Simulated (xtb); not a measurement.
C₂H₆O₃: calculation of the molecule and its ions

The run: calculation of the molecule and its ions of C₂H₆O₃, SMILES COC(O)O. Method and program: GFN1-xTB, ALPB solvent hexadecane (xtb 6.7.1).

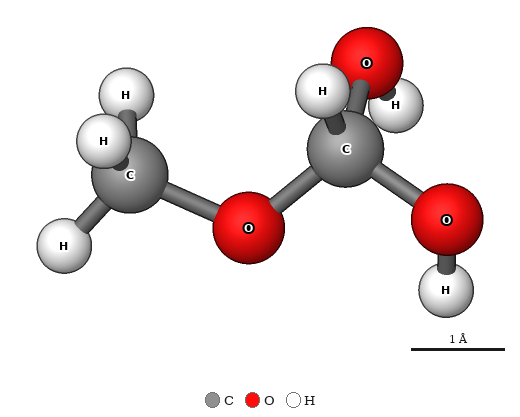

**Figure 1.** The structure as given in the input (ball-and-stick view, seen at a tilt).

Summary

| quantity | value |
| --- | --- |
| outcome | converged |
| electrons treated | 32 |
| total energy | −21.579056 hartree |
| dispersion energy | −0.002720 hartree |
| solvation energy | −0.005913 hartree |
| basis functions | 32 |
| hardware | 1 thread of Arm Neoverse V1, 24 GiB of memory available, shared host |
| peak memory | 0.074 GiB |

The input (struc.sdf)
```

     RDKit          3D

 11 10  0  0  0  0  0  0  0  0999 V2000
   -1.3035    0.2247    0.7767 C   0  0  0  0  0  0  0  0  0  0  0  0
   -0.5701    0.1556   -0.4158 O   0  0  0  0  0  0  0  0  0  0  0  0
    0.6595   -0.4843   -0.3313 C   0  0  0  0  0  0  0  0  0  0  0  0
    1.5700    0.3103    0.3715 O   0  0  0  0  0  0  0  0  0  0  0  0
    1.0822   -0.7533   -1.5943 O   0  0  0  0  0  0  0  0  0  0  0  0
   -0.7117    0.7828    1.5550 H   0  0  0  0  0  0  0  0  0  0  0  0
   -1.5469   -0.7492    1.1599 H   0  0  0  0  0  0  0  0  0  0  0  0
   -2.2209    0.7709    0.5704 H   0  0  0  0  0  0  0  0  0  0  0  0
    0.6087   -1.4070    0.2535 H   0  0  0  0  0  0  0  0  0  0  0  0
    1.7480    1.1136   -0.1190 H   0  0  0  0  0  0  0  0  0  0  0  0
    0.7916   -0.0404   -2.1680 H   0  0  0  0  0  0  0  0  0  0  0  0
  2  1  1  0
  3  2  1  0
  4  3  1  0
  5  3  1  0
  6  1  1  0
  7  1  1  0
  8  1  1  0
  9  3  1  0
 10  4  1  0
 11  5  1  0
M  END
$$$$
```

File input.inp
```
$chrg 0
$spin 0
$end
```

Launch command:
```bash
xtb struc.sdf --alpb hexadecane --wbo --pop -I input.inp --vea --parallel 1 > struc.out
```

What the program printed
```
* xtb version 6.7.1
   ID    Z sym.   atoms
    1    6 C      1, 3
    2    8 O      2, 4, 5
    3    1 H      6-11

           -------------------------------------------------
          |                Calculation Setup                |
           -------------------------------------------------

          program call               : xtb struc.sdf --alpb hexadecane --wbo --pop -I input.inp --vea --parallel 1
          coordinate file            : struc.sdf
          omp threads                :                     1

           -------------------------------------------------
          |                 G F N 1 - x T B                 |
           -------------------------------------------------

      * Hamiltonian:
        H0-scaling (s, p, d)           1.850000    2.250000    2.000000
        zeta-weighting                 0.000000
      * Dispersion:
        s8                             2.400000
        a1                             0.630000
        a2                             5.000000
        s9                             0.000000
      * Repulsion:
        kExp                           1.500000
        rExp                           1.000000
      * Coulomb:
        alpha                          2.000000
        third order                    atomic
        anisotropic                    false
      * Halogen bond correction:
        rad-scale                      1.300000
        damping                        0.440000

      * Solvation model:               ALPB
        Solvent                        hexadecane
        Parameter file                 internal GFN1-xTB/ALPB
        Dielectric constant                1.8800E+00
        Reference state                gsolv [1 M gas/solution]
        Free energy shift                  4.2243E-03 Eh       2.6508E+00 kcal/mol
        Temperature                        2.9815E+02 K
        Density                            6.6000E-01 kg/L
        Solvent mass                       8.6180E+01 g/mol
        Interaction kernel             P16
        Born radius scaling (c1)           1.4378E+00
        Born radii integrator          GBOBC
        Born offset                        0.0000E+00 a0       0.0000E+00 AA
        H-bond correction              false
        Ion screening                  false
        Surface tension                    1.0000E-05 Eh       1.5569E+01 dyn/cm
        Grid points                               230 per atom

          ...................................................
          :                      SETUP                      :
          :.................................................:
          :  # basis functions                  32          :
          :  # atomic orbitals                  32          :
          :  # shells                           22          :
          :  # electrons                        32          :
          :  # halogen bonds                     0          :
          :  max. iterations                   250          :
          :  Hamiltonian                  GFN1-xTB          :
          :  restarted?                      false          :
          :  GBSA solvation                   true          :
          :  PC potential                    false          :
          :  electronic temp.          300.0000000     K    :
          :  accuracy                    1.0000000          :
          :  -> integral cutoff          0.2500000E+02      :
          :  -> integral neglect         0.1000000E-07      :
          :  -> SCF convergence          0.1000000E-05 Eh   :
          :  -> wf. convergence          0.2000000E-04 e    :
          :  Broyden damping             0.4000000          :
          :  net charge                          0          :
          :  unpaired electrons                  0          :
          ...................................................

 iter      E             dE          RMSdq      gap      omega  full diag
   1    -21.6261740 -0.216262E+02  0.691E+00    8.89       0.0  T
   2    -21.7163440 -0.901701E-01  0.398E+00    8.82       1.0  T
   3    -21.7171029 -0.758861E-03  0.138E+00    8.80       1.0  T
   4    -21.7174182 -0.315313E-03  0.926E-02    8.83       1.0  T
   5    -21.7174550 -0.367979E-04  0.122E-02    8.83       2.5  T
   6    -21.7174558 -0.790673E-06  0.618E-03    8.83       4.9  T
   7    -21.7174561 -0.274342E-06  0.215E-03    8.83      14.0  T
   8    -21.7174561 -0.432751E-07  0.674E-04    8.83      44.7  T
   9    -21.7174561 -0.459552E-08  0.994E-05    8.83     303.4  T
  10    -21.7174561 -0.948539E-10  0.163E-05    8.83    1852.3  T

   *** convergence criteria satisfied after 10 iterations ***

         #    Occupation            Energy/Eh            Energy/eV
      -------------------------------------------------------------
         1        2.0000           -0.8145793             -22.1658
       ...           ...                  ...                  ...
        10        2.0000           -0.5724682             -15.5777
        11        2.0000           -0.5468996             -14.8819
        12        2.0000           -0.5320710             -14.4784
        13        2.0000           -0.5127969             -13.9539
        14        2.0000           -0.5004471             -13.6179
        15        2.0000           -0.4873412             -13.2612
        16        2.0000           -0.4643080             -12.6345 (HOMO)
        17                         -0.1398647              -3.8059 (LUMO)
        18                         -0.1165650              -3.1719
        19                         -0.0984129              -2.6780
        20                         -0.0843479              -2.2952
        21                         -0.0665540              -1.8110
       ...                                ...                  ...
        32                          0.4416957              12.0192
      -------------------------------------------------------------
                  HL-Gap            0.3244433 Eh            8.8286 eV
             Fermi-level           -0.3020863 Eh           -8.2202 eV

 SCC (total)                   0 d,  0 h,  0 min,  0.006 sec
 SCC setup                      ...        0 min,  0.000 sec (  3.793%)
 Dispersion                     ...        0 min,  0.000 sec (  0.372%)
 classical contributions        ...        0 min,  0.000 sec (  0.137%)
 integral evaluation            ...        0 min,  0.001 sec ( 21.426%)
 iterations                     ...        0 min,  0.002 sec ( 31.598%)
 molecular gradient             ...        0 min,  0.003 sec ( 41.152%)
 printout                       ...        0 min,  0.000 sec (  1.311%)

         :::::::::::::::::::::::::::::::::::::::::::::::::::::
         ::                     SUMMARY                     ::
         :::::::::::::::::::::::::::::::::::::::::::::::::::::
         :: total energy             -21.579055973587 Eh    ::
         :: w/o Gsasa/hb/shift       -21.579084824666 Eh    ::
         :: gradient norm              0.050475125273 Eh/a0 ::
         :: HOMO-LUMO gap              8.828551782168 eV    ::
         ::.................................................::
         :: SCC energy               -21.717456129989 Eh    ::
         :: -> electrostatic           0.129858973212 Eh    ::
         :: -> Gsolv                  -0.005912923108 Eh    ::
         ::    -> Gelec               -0.005941774187 Eh    ::
         ::    -> Gsasa               -0.004195488136 Eh    ::
         ::    -> Ghb                  0.000000000000 Eh    ::
         ::    -> Gshift               0.004224339215 Eh    ::
         :: repulsion energy           0.141120341707 Eh    ::
         :: dispersion energy         -0.002720185305 Eh    ::
         :: halogen bond corr.         0.000000000000 Eh    ::
         :: add. restraining           0.000000000000 Eh    ::
         :: total charge              -0.000000000000 e     ::
         :::::::::::::::::::::::::::::::::::::::::::::::::::::

           -------------------------------------------------
          |        vertical delta SCC EA calculation        |
           -------------------------------------------------

 iter      E             dE          RMSdq      gap      omega  full diag
   1    -21.7655470 -0.217655E+02  0.124E+00    0.63       0.0  T
   2    -21.7469247  0.186223E-01  0.137E+00    0.70       1.0  T
   3    -21.7848340 -0.379093E-01  0.540E-01    0.39       1.0  T
   4    -21.7853131 -0.479140E-03  0.197E-01    0.31       1.0  T
   5    -21.7856204 -0.307253E-03  0.538E-02    0.34       1.0  T
   6    -21.7856433 -0.229703E-04  0.311E-02    0.34       1.0  T
   7    -21.7856714 -0.280863E-04  0.564E-03    0.34       5.3  T
   8    -21.7856717 -0.266269E-06  0.362E-03    0.34       8.3  T
   9    -21.7856720 -0.293931E-06  0.438E-04    0.34      68.8  T
  10    -21.7856720  0.960063E-08  0.604E-04    0.34      50.0  T
  11    -21.7856720 -0.900108E-08  0.228E-04    0.34     132.3  T
  12    -21.7856720 -0.150808E-08  0.941E-06    0.34    3205.1  T
  13    -21.7856720 -0.141753E-11  0.874E-07    0.34   34517.5  T
     SCC iter.                  ...        0 min,  0.002 sec
     gradient                   ...        0 min,  0.003 sec
------------------------------------------------------------------------
empirical EA shift (eV):    4.8455
delta SCC EA (eV):   -2.9893
------------------------------------------------------------------------
           -------------------------------------------------
          |                Property Printout                |
           -------------------------------------------------

    * Orbital Energies and Occupations

         #    Occupation            Energy/Eh            Energy/eV
      -------------------------------------------------------------
         1        2.0000           -0.6821124             -18.5612
       ...           ...                  ...                  ...
         5        2.0000           -0.5472571             -14.8916
         6        2.0000           -0.5175824             -14.0841
         7        2.0000           -0.4977535             -13.5446
         8        2.0000           -0.4819980             -13.1158
         9        2.0000           -0.4512756             -12.2798
        10        2.0000           -0.4354362             -11.8488
        11        2.0000           -0.4112929             -11.1918
        12        2.0000           -0.3981968             -10.8355
        13        2.0000           -0.3832339             -10.4283
        14        2.0000           -0.3686939             -10.0327
        15        2.0000           -0.3508371              -9.5468
        16        2.0000           -0.3247036              -8.8356
        17        0.9987           -0.0002525              -0.0069 (HOMO)
        18        0.0013            0.0123656               0.3365 (LUMO)
        19                          0.0283676               0.7719
        20                          0.0452267               1.2307
        21                          0.0702380               1.9113
        22                          0.0780584               2.1241
        23                          0.2244933               6.1088
        24                          0.2710648               7.3760
        25                          0.2790469               7.5933
        26                          0.3566232               9.7042
        27                          0.3740199              10.1776
        28                          0.4262118              11.5978
       ...                                ...                  ...
        32                          0.5803778              15.7929
      -------------------------------------------------------------
                  HL-Gap            0.0126181 Eh            0.3434 eV
             Fermi-level           -0.0782108 Eh           -2.1282 eV

  Mulliken/CM5 charges         n(s)   n(p)   n(d)
     1      0.19991  0.08034   1.002  2.798  0.000
     2     -0.49967 -0.60110   1.682  4.818  0.000
     3      0.61785  0.62775   0.922  2.460  0.000
     4     -0.59903 -0.80991   1.693  4.906  0.000
     5     -0.58303 -0.79201   1.689  4.894  0.000
     6     -0.11031 -0.05204   1.110  0.000  0.000
     7     -0.18092 -0.11886   1.181  0.000  0.000
     8     -0.13862 -0.07797   1.139  0.000  0.000
     9     -0.06807  0.01720   1.068  0.000  0.000
    10      0.20508  0.38647   0.795  0.000  0.000
    11      0.15682  0.34013   0.843  0.000  0.000

Wiberg/Mayer (AO) data.
largest (>0.10) Wiberg bond orders for each atom

 ---------------------------------------------------------------------------
     #   Z sym  total        # sym  WBO       # sym  WBO       # sym  WBO
 ---------------------------------------------------------------------------
     1   6      3.892 --     6      0.968     7      0.968     8      0.968
                             2      0.913
     2   8      2.006 --     3      0.942     1      0.913
     3   6      3.830 --     5      0.979     2      0.942     9      0.937
                             4      0.935
     4   8      1.904 --     3      0.935    10      0.860
     5   8      1.923 --     3      0.979    11      0.836
     6   1      1.191 --     1      0.968
     7   1      1.312 --     1      0.968
     8   1      1.251 --     1      0.968
     9   1      1.177 --     3      0.937
    10   1      1.122 --     4      0.860
    11   1      1.190 --     5      0.836
 ---------------------------------------------------------------------------

 dipole moment from electron density (au)
     X       Y       Z
  -0.0863   0.7264  -0.1795  total (Debye):    1.914

           -------------------------------------------------
          | TOTAL ENERGY              -21.647271825401 Eh   |
          | GRADIENT NORM               0.079070863820 Eh/α |
          | HOMO-LUMO GAP               0.343354976194 eV   |
           -------------------------------------------------

------------------------------------------------------------------------
------------------------------------------------------------------------
 total:
 *  cpu-time:     0 d,  0 h,  0 min,  0.018 sec
 * ratio c/w:     1.000 speedup
 SCF:
 *  cpu-time:     0 d,  0 h,  0 min,  0.013 sec
 * ratio c/w:     1.000 speedup
```
